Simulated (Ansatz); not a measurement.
# SiNO (quartet): one geometry, many settings

Aim: run SiNO (quartet) at one geometry under a spread of methods and options, and see what each costs and gives.

Method: the settings change from run to run; program: Ansatz 0.2.0, Gaussian basis.

17 further runs of the same task are left out: 2 for a known fault of the program, 8 that didn't finish, 7 set aside as unsound or not needed.

## Step 1: What is computed

The geometry is a PBE0/def2-TZVP stationary point (not a proven minimum) of the parent state, kept for this charge and spin.

3 atoms, charge 0, spin multiplicity 4.

Atoms are counted from 1 here; the program's logs count them from 0.

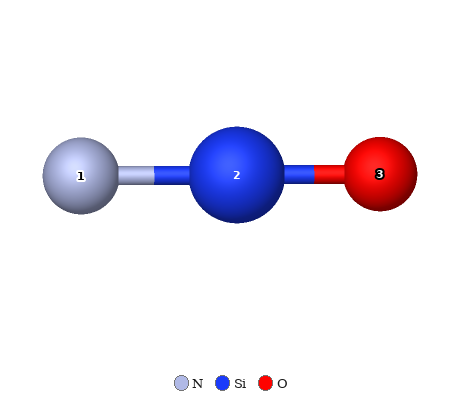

The geometry (nitrogen light blue, silicon blue, oxygen red); atoms are numbered from 1 in the order of the file.

## Step 2: HF/6-31G*

File in.yaml:

```yaml
crystal:
  periodic: [false, false, false]
  atoms:
    - {symbol: N, position_ang: [0.000000, 0.000000, 1.596300]}
    - {symbol: Si, position_ang: [0.000000, 0.000000, -0.043500]}
    - {symbol: O, position_ang: [0.000000, 0.000000, -1.552800]}
basis:
  gaussian: {orbitals: "6-31G*"}
magnetization: {spin_polarized: true, initial_magnetization: 3}
hamiltonian: {xc: hf}
output: {orbitals: {seedname: orbitals}}
```

Launch:

```bash
$ ansatz run in.yaml --threads 1 --pin off --events-out ev --progress --plain --max-ram 2393MiB
```

Standard output:

```text
Functional definition: HF
  name "HF"
  cite "Fock, Z. Phys. 61, 126 (1930) doi:10.1007/BF01340294"
  parent pbe
  exchange = exact_x
  correlation = 0
427 factors; integrals over basis functions are off by at most 1.0e-3 eV
mean field evaluation 1: about -11371.0574 eV, gradient 3.1e1 eV
mean field evaluation 2: about -11371.0947 eV, gradient 3.1e1 eV
mean field evaluation 4: about -11375.5183 eV, gradient 3.2e0 eV
mean field evaluation 8: about -11375.6931 eV, gradient 6.3e-1 eV
mean field evaluation 16: about -11375.7504 eV, gradient 2.2e-5 eV
mean field evaluation 32: about -11373.9660 eV, gradient 3.3e0 eV
mean field evaluation 64: about -11374.2350 eV, gradient 2.6e0 eV
mean field evaluation 96: about -11369.6689 eV, gradient 3.3e1 eV
mean field evaluation 128: about -11374.1865 eV, gradient 9.4e-1 eV
mean field evaluation 160: about -11359.3642 eV, gradient 3.7e1 eV
mean field -11375.75036803 eV, -418.0511152646 hartree, gradient 2.6e-5 eV, S^2 3.816826; 0 other end points of the search recorded, 0 dependent functions left out
reference -11375.75036803 eV, -418.0511152646 hartree; 16, 13 occupied and 33, 36 virtual orbitals, 427 factors
Total energy: -11375.75036803 eV, -418.0511152646 hartree
```

It took 0.54 s on 1 thread of AMD EPYC 9R45, shared host.

From the report: ⟨S²⟩ of the determinant 3.817 (pure quartet: 3.75).

## Step 3: HF/def2-SVP

in.yaml, as its differences from that of step 2:

```diff
@@ -7,5 +7,5 @@
 basis:
-  gaussian: {orbitals: "6-31G*"}
+  gaussian: {orbitals: def2-SVP, point_charges: [{charge: -0.50, position_ang: [4.853, 0.149, -0.661]}]}
 magnetization: {spin_polarized: true, initial_magnetization: 3}
 hamiltonian: {xc: hf}
-output: {orbitals: {seedname: orbitals}}
+output: {forces: true, orbitals: {seedname: orbitals}}
```

Launched as before.

Standard output, cut to the lines that bear on the results:

```text
Functional definition: HF
  name "HF"
  cite "Fock, Z. Phys. 61, 126 (1930) doi:10.1007/BF01340294"
  parent pbe
[...]
434 factors; integrals over basis functions are off by at most 6.9e-4 eV
[...]
mean field -11370.60061474 eV, -417.8618653218 hartree, gradient 1.9e-5 eV, S^2 3.816340; 0 other end points of the search recorded, 0 dependent functions left out
[...]
reference -11370.60061474 eV, -417.8618653218 hartree; 16, 13 occupied and 30, 33 virtual orbitals, 434 factors
Total energy: -11370.60061474 eV, -417.8618653218 hartree
Atom 0 at     0.000000     0.000000     1.596300 Å, force     0.390998     0.012005     6.785526 eV/Å
Atom 1 at     0.000000     0.000000    -0.043500 Å, force    -0.620170    -0.019041    -7.478407 eV/Å
Atom 2 at     0.000000     0.000000    -1.552800 Å, force     0.266394     0.008179     0.638878 eV/Å
Dipole moment:     0.130699     0.004013     0.614503 e Å
```

Run time: 0.54 s. Hardware: 1 thread of AMD EPYC 9R45, shared host.

From the report: ⟨S²⟩ of the determinant 3.816 (pure quartet: 3.75).

## Step 4: BCCD on ROHF/cc-pVDZ

File in.yaml:

```yaml
crystal:
  periodic: [false, false, false]
  atoms:
    - {symbol: N, position_ang: [0.000000, 0.000000, 1.596300]}
    - {symbol: Si, position_ang: [0.000000, 0.000000, -0.043500]}
    - {symbol: O, position_ang: [0.000000, 0.000000, -1.552800]}
basis:
  gaussian: {orbitals: cc-pVDZ}
magnetization: {spin_polarized: false, initial_magnetization: 3}
correlation: {method: bccd, electrons: outside_noble_gas, diis_vectors: 2}
accuracy: high
```

Same command.

Standard output, cut to the lines that bear on the results:

```text
Functional definition: HF
  name "HF"
  cite "Fock, Z. Phys. 61, 126 (1930) doi:10.1007/BF01340294"
  parent pbe
[...]
897 factors; integrals over basis functions are off by at most 3.7e-9 eV
[...]
mean field -11375.71963291 eV, -418.0499857696 hartree, gradient 2.3e-8 eV, S^2 3.750000; 15 other end points of the search recorded, 0 dependent functions left out
[...]
determinant -11375.71963291 eV, -418.0499857696 hartree, with singles and doubles -11386.56511873 eV, -418.4485500224 hartree
determinant -11374.16592563 eV, -417.9928880805 hartree, with singles and doubles -11385.57262877 eV, -418.4120766889 hartree
determinant -11374.00170830 eV, -417.9868532047 hartree, with singles and doubles -11386.21100019 eV, -418.4355364058 hartree
determinant -11373.92366334 eV, -417.9839851053 hartree, with singles and doubles -11384.81637155 eV, -418.3842847486 hartree
[...]
determinant -11372.39047117 eV, -417.9276413323 hartree, with singles and doubles -11382.93018269 eV, -418.3149685865 hartree
determinant -11372.23850503 eV, -417.9220566798 hartree, with singles and doubles -11383.54003041 eV, -418.3373800770 hartree
determinant -11375.71963291 eV, -418.0499857696 hartree, with singles and doubles -11386.57934988 eV, -418.4490730075 hartree
determinant -11374.00170830 eV, -417.9868532047 hartree, with singles and doubles -11386.45324802 eV, -418.4444388496 hartree
7 core orbitals not correlated: weight in the atoms' cores, before any rotation towards them, 1.000 or more for the frozen orbitals, at most 0.000 for the correlated occupied ones
reference -11375.71963291 eV, -418.0499857696 hartree; 9, 6 occupied and 30, 33 virtual orbitals, 897 factors
second order -10.30028663 eV of doubles, -0.13654573 eV of singles
cycle   1  -10.71835776 eV  change    1.4e-1 eV  update   4.8e-2
[...]
cycle  41  -10.77566859 eV  change  -2.5e-11 eV  update   1.5e-9
Total energy: -11386.49530150 eV, -418.4459842863 hartree
```

Wall time 9 s (1 thread of AMD EPYC 9R45, shared host).

From the report: correlation -10.7757 eV; largest double amplitude 0.06.

## Step 5: CCSDT(Q)/B on ROHF/6-31G

in.yaml, as its differences from that of step 4:

```diff
@@ -7,5 +7,5 @@
 basis:
-  gaussian: {orbitals: cc-pVDZ}
+  gaussian: {orbitals: 6-31G}
 magnetization: {spin_polarized: false, initial_magnetization: 3}
-correlation: {method: bccd, electrons: outside_noble_gas, diis_vectors: 2}
-accuracy: high
+correlation: {method: ccsdt_q_b, electrons: valence}
+scf: {lower_state_search: light}
```

Same command.

Standard output, cut to the lines that bear on the results:

```text
Functional definition: HF
  name "HF"
  cite "Fock, Z. Phys. 61, 126 (1930) doi:10.1007/BF01340294"
  parent pbe
[...]
611 factors; integrals over basis functions are off by at most 4.4e-8 eV
[...]
mean field -11372.06802477 eV, -417.9157916457 hartree, gradient 2.5e-6 eV, S^2 3.750000; 24 other end points of the search recorded, 0 dependent functions left out
[...]
determinant -11372.06802477 eV, -417.9157916457 hartree, with singles and doubles -11379.36786010 eV, -418.1840556462 hartree
determinant -11370.63169577 eV, -417.8630075287 hartree, with singles and doubles -11379.17287686 eV, -418.1768901444 hartree
determinant -11370.49653934 eV, -417.8580406213 hartree, with singles and doubles -11379.24938341 eV, -418.1797017081 hartree
determinant -11370.36638701 eV, -417.8532576116 hartree, with singles and doubles -11377.37540132 eV, -418.1108341365 hartree
[...]
determinant -11372.06802477 eV, -417.9157916457 hartree, with singles and doubles -11379.38837603 eV, -418.1848095927 hartree
determinant -11370.63169577 eV, -417.8630075287 hartree, with singles and doubles -11379.31194256 eV, -418.1820007142 hartree
determinant -11370.49653934 eV, -417.8580406213 hartree, with singles and doubles -11379.32062351 eV, -418.1823197336 hartree
7 core orbitals not correlated: weight in the atoms' cores, before any rotation towards them, 1.000 or more for the frozen orbitals, at most 0.000 for the correlated occupied ones
reference -11372.06802477 eV, -417.9157916457 hartree; 9, 6 occupied and 15, 18 virtual orbitals, 611 factors
second order -7.21390078 eV of doubles, -0.11374377 eV of singles
cycle   1  -6.57115251 eV  change    7.6e-1 eV  update   2.1e-1
[...]
cycle  24  -7.74263677 eV  change    2.4e-7 eV  update   9.6e-7
perturbative correction -0.02079524 eV, -0.0007642108 hartree
Total energy: -11379.83145678 eV, -418.2010925098 hartree
```

Wall time 9 s (1 thread of AMD EPYC 9R45, shared host); peak memory 0.29 GiB.

From the report: correlation -7.7634 eV; T1 0.048; largest double amplitude 0.11.

## Step 6: HF/cc-pVDZ

in.yaml, as its differences from that of step 5:

```diff
@@ -7,5 +7,7 @@
 basis:
-  gaussian: {orbitals: 6-31G}
+  gaussian: {orbitals: cc-pVDZ}
 magnetization: {spin_polarized: false, initial_magnetization: 3}
-correlation: {method: ccsdt_q_b, electrons: valence}
-scf: {lower_state_search: light}
+hamiltonian: {xc: hf}
+accuracy: high
+scf: {lower_state_search: off}
+output: {orbitals: {seedname: orbitals}}
```

Launched as before.

Standard output:

```text
Functional definition: HF
  name "HF"
  cite "Fock, Z. Phys. 61, 126 (1930) doi:10.1007/BF01340294"
  parent pbe
  exchange = exact_x
  correlation = 0
these checks for a lower state are left out or cut short: stability, starts, cluster_reference, orbital_swaps, neighbouring_geometries, increment
897 factors; integrals over basis functions are off by at most 3.7e-9 eV
mean field evaluation 1: about -11370.5164 eV, gradient 4.4e1 eV
mean field evaluation 2: about -11370.5343 eV, gradient 4.4e1 eV
mean field evaluation 4: about -11373.1276 eV, gradient 2.4e1 eV
mean field evaluation 8: about -11375.7151 eV, gradient 6.0e-1 eV
mean field evaluation 16: about -11375.7196 eV, gradient 2.7e-6 eV
mean field -11375.71963291 eV, -418.0499857696 hartree, gradient 2.3e-8 eV, S^2 3.750000; 0 other end points of the search recorded, 0 dependent functions left out
reference -11375.71963291 eV, -418.0499857696 hartree; 16, 13 occupied and 30, 33 virtual orbitals, 897 factors
Total energy: -11375.71963291 eV, -418.0499857696 hartree
Checks for a lower state left out: stability, starts, cluster_reference, orbital_swaps, neighbouring_geometries, increment
```

Run time: 0.27 s. Hardware: 1 thread of AMD EPYC 9R45, shared host.

## Step 7: CCSDT(Q)/B on UHF/STO-3G

File in.yaml:

```yaml
crystal:
  periodic: [false, false, false]
  atoms:
    - {symbol: N, position_ang: [0.000000, 0.000000, 1.596300]}
    - {symbol: Si, position_ang: [0.000000, 0.000000, -0.043500]}
    - {symbol: O, position_ang: [0.000000, 0.000000, -1.552800]}
basis:
  gaussian: {orbitals: STO-3G}
magnetization: {spin_polarized: true, initial_magnetization: 3}
correlation: {method: ccsdt_q_b, electrons: all}
scf: {lower_state_search: light}
```

The command is unchanged.

Standard output, cut to the lines that bear on the results:

```text
Functional definition: HF
  name "HF"
  cite "Fock, Z. Phys. 61, 126 (1930) doi:10.1007/BF01340294"
  parent pbe
[...]
322 factors; integrals over basis functions are off by at most 3.1e-8 eV
[...]
mean field -11236.70772958 eV, -412.9413925478 hartree, gradient 2.6e-6 eV, S^2 4.192060; 22 other end points of the search recorded, 0 dependent functions left out
determinant -11236.70772958 eV, -412.9413925478 hartree, with singles and doubles -11240.81639866 eV, -413.0923833517 hartree
determinant -11236.61008657 eV, -412.9378042335 hartree, with singles and doubles -11240.79681678 eV, -413.0916637309 hartree
determinant -11236.16030442 eV, -412.9212750445 hartree, with singles and doubles -11240.49651038 eV, -413.0806276744 hartree
determinant -11236.12076929 eV, -412.9198221551 hartree, with singles and doubles -11240.61667181 eV, -413.0850435252 hartree
[...]
determinant -11233.36819926 eV, -412.8186670722 hartree, with singles and doubles -11236.15249815 eV, -412.9209881692 hartree
determinant -11236.70772958 eV, -412.9413925478 hartree, with singles and doubles -11240.85803426 eV, -413.0939134317 hartree
determinant -11236.61008657 eV, -412.9378042335 hartree, with singles and doubles -11240.81421500 eV, -413.0923031038 hartree
determinant -11236.16030442 eV, -412.9212750445 hartree, with singles and doubles -11240.68714027 eV, -413.0876331937 hartree
determinant -11236.12076929 eV, -412.9198221551 hartree, with singles and doubles -11240.66151784 eV, -413.0866915867 hartree
reference -11236.70772958 eV, -412.9413925478 hartree; 16, 13 occupied and 3, 6 virtual orbitals, 322 factors
second order -2.64317775 eV of doubles, -0.00000000 eV of singles
cycle   1  -2.89740820 eV  change   -2.5e-1 eV  update   1.6e-1
[...]
cycle  25  -4.56216790 eV  change    6.9e-7 eV  update   8.2e-7
perturbative correction -0.00273512 eV, -0.0001005138 hartree
Total energy: -11241.27263260 eV, -413.1091496396 hartree
```

Run time: 13 s. Hardware: 1 thread of AMD EPYC 9R45, shared host; peak memory 0.69 GiB.

From the report: ⟨S²⟩ of the determinant 4.192 (pure quartet: 3.75); correlation -4.5649 eV; T1 0.063; largest double amplitude 0.14.

## Step 8: NEVPT2(3,4)/def2-SVP

File in.yaml:

```yaml
crystal:
  periodic: [false, false, false]
  atoms:
    - {symbol: N, position_ang: [0.000000, 0.000000, 1.596300]}
    - {symbol: Si, position_ang: [0.000000, 0.000000, -0.043500]}
    - {symbol: O, position_ang: [0.000000, 0.000000, -1.552800]}
basis:
  gaussian: {orbitals: def2-SVP}
magnetization: {spin_polarized: false, initial_magnetization: 3}
correlation: {method: sc_nevpt2, electrons: valence, active_space: {window: {electrons: 3, orbitals: 4}, states: [{multiplicity: 4, weights: [1, 0.5]}]}}
```

Launched as before.

Standard output, cut to the lines that bear on the results:

```text
Functional definition: HF
  name "HF"
  cite "Fock, Z. Phys. 61, 126 (1930) doi:10.1007/BF01340294"
  parent pbe
[...]
728 factors; integrals over basis functions are off by at most 2.2e-7 eV
[...]
mean field -11370.28766109 eV, -417.8503644873 hartree, gradient 1.2e-6 eV, S^2 3.750000; 15 other end points of the search recorded, 0 dependent functions left out
reference -11370.28766109 eV, -417.8503644873 hartree; 16, 13 occupied and 30, 33 virtual orbitals, 728 factors
state -11370.26863896 eV, -417.8496654370 hartree
state -11367.96698807 eV, -417.7650813266 hartree
state -11370.26863896 eV, -417.8496654370 hartree; corrected -11380.66979461 eV, -418.2319008567 hartree
state -11367.96698807 eV, -417.7650813266 hartree; corrected -11378.19876891 eV, -418.1410923372 hartree
state -11368.67642835 eV, -417.7911527762 hartree
state -11366.60238805 eV, -417.7149332011 hartree
state -11368.67642835 eV, -417.7911527762 hartree; corrected -11378.90981920 eV, -418.1672229534 hartree
state -11366.60238805 eV, -417.7149332011 hartree; corrected -11376.60348875 eV, -418.0824668729 hartree
state -11370.26863896 eV, -417.8496654370 hartree; corrected -11380.66979461 eV, -418.2319008567 hartree
state -11367.96698807 eV, -417.7650813266 hartree; corrected -11378.19876891 eV, -418.1410923372 hartree
Total energy: -11379.84611937 eV, -418.2016313502 hartree
```

It took 4.1 s on 1 thread of AMD EPYC 9R45, shared host.

From the report: 2 determinants; active occupations (of the averaged states) 1.00, 1.00, 0.67, 0.33.

## Step 9: NEVPT2(3,4)/cc-pVDZ

File in.yaml:

```yaml
crystal:
  periodic: [false, false, false]
  atoms:
    - {symbol: N, position_ang: [0.000000, 0.000000, 1.596300]}
    - {symbol: Si, position_ang: [0.000000, 0.000000, -0.043500]}
    - {symbol: O, position_ang: [0.000000, 0.000000, -1.552800]}
basis:
  gaussian: {orbitals: cc-pVDZ}
magnetization: {spin_polarized: false, initial_magnetization: 3}
hamiltonian: {pseudopotentials: {relativity: none}}
correlation: {method: sc_nevpt2, electrons: outside_noble_gas, active_space: {window: {electrons: 3, orbitals: 4}}}
```

Launched as before.

Standard output, cut to the lines that bear on the results:

```text
Functional definition: HF
  name "HF"
  cite "Fock, Z. Phys. 61, 126 (1930) doi:10.1007/BF01340294"
  parent pbe
[...]
450 factors; integrals over basis functions are off by at most 6.3e-4 eV
[...]
mean field -11375.71947352 eV, -418.0499799123 hartree, gradient 5.0e-6 eV, S^2 3.750000; 15 other end points of the search recorded, 0 dependent functions left out
reference -11375.71947352 eV, -418.0499799123 hartree; 16, 13 occupied and 30, 33 virtual orbitals, 450 factors
state -11375.71947352 eV, -418.0499799123 hartree
state -11375.71947352 eV, -418.0499799123 hartree; corrected -11386.13970801 eV, -418.4329164667 hartree
state -11374.16576490 eV, -417.9928821735 hartree
state -11374.16576490 eV, -417.9928821735 hartree; corrected -11384.40933347 eV, -418.3693263754 hartree
state -11375.71947352 eV, -418.0499799123 hartree; corrected -11386.13970801 eV, -418.4329164667 hartree
WARN: 1 active orbitals are nearly empty or full. The corrections depend on them more than the energy does, and are more stable in an active space without them
Total energy: -11386.13970801 eV, -418.4329164667 hartree
```

Wall time 3.1 s (1 thread of AMD EPYC 9R45, shared host).

From the report: 2 determinants; active occupations 1.00, 1.00, 1.00, 0.00. The report marks this result as in doubt.

## Step 10: MP2 on UHF/def2-SVP

File in.yaml:

```yaml
crystal:
  periodic: [false, false, false]
  atoms:
    - {symbol: N, position_ang: [0.000000, 0.000000, 1.596300]}
    - {symbol: Si, position_ang: [0.000000, 0.000000, -0.043500]}
    - {symbol: O, position_ang: [0.000000, 0.000000, -1.552800]}
basis:
  gaussian: {orbitals: def2-SVP}
magnetization: {spin_polarized: true, initial_magnetization: 3}
correlation: {method: mp2, electrons: outside_noble_gas}
accuracy: high
output: {forces: true}
```

Same command.

Standard output, cut to the lines that bear on the results:

```text
Functional definition: HF
  name "HF"
  cite "Fock, Z. Phys. 61, 126 (1930) doi:10.1007/BF01340294"
  parent pbe
[...]
820 factors; integrals over basis functions are off by at most 3.8e-9 eV
[...]
mean field -11370.54061024 eV, -417.8596601971 hartree, gradient 3.1e-8 eV, S^2 3.820336; 18 other end points of the search recorded, 0 dependent functions left out
7 core orbitals not correlated: weight in the atoms' cores, before any rotation towards them, 1.000 or more for the frozen orbitals, at most 0.000 for the correlated occupied ones
reference -11370.54061024 eV, -417.8596601971 hartree; 9, 6 occupied and 30, 33 virtual orbitals, 820 factors
second order -9.98362485 eV of doubles, -0.00000000 eV of singles
[...]
Total energy: -11380.52423509 eV, -418.2265516433 hartree
Atom 0 at     0.000000     0.000000     1.596300 Å, force     0.000000    -0.000000     6.592216 eV/Å
Atom 1 at     0.000000     0.000000    -0.043500 Å, force    -0.000000     0.000000    -4.815454 eV/Å
Atom 2 at     0.000000     0.000000    -1.552800 Å, force     0.000000    -0.000000    -1.776761 eV/Å
Dipole moment:    -0.000000    -0.000000     0.529859 e Å
```

It took 2.2 s on 1 thread of AMD EPYC 9R45, shared host.

From the report: ⟨S²⟩ of the determinant 3.820 (pure quartet: 3.75).

## Step 11: The runs in one table

 † marks a result that the program doubts.

```csv
level,correlated,functions,energy (eV),time
HF/6-31G*,,49,-11375.7504,0.54 s
HF/def2-SVP (beside a point charge),,46,-11370.6006,0.54 s
BCCD on ROHF/cc-pVDZ,outside noble gas,46,-11386.4953,9 s
CCSDT(Q)/B on ROHF/6-31G,valence,31,-11379.8315,9 s
HF/cc-pVDZ,,46,-11375.7196,0.27 s
CCSDT(Q)/B on UHF/STO-3G,all,19,-11241.2726,13 s
"NEVPT2(3,4)/def2-SVP (mean of several states)",valence,46,-11379.8461,4.1 s
"NEVPT2(3,4)/cc-pVDZ †",outside noble gas,46,-11386.1397,3.1 s
MP2 on UHF/def2-SVP,outside noble gas,46,-11380.5242,2.2 s
```

## Step 12: Summary of results

| quantity | value |
| --- | --- |
| runs | 9 |
| quickest | HF/cc-pVDZ, 0.27 s |
| slowest | CCSDT(Q)/B on UHF/STO-3G, 13 s |

What this shows: Total energies in different bases, with other cores or another treatment of relativity can't be set against each other. CCSDT(Q)/B on UHF/STO-3G took 48 times as long as HF/cc-pVDZ; the jobs differ in more than the method.
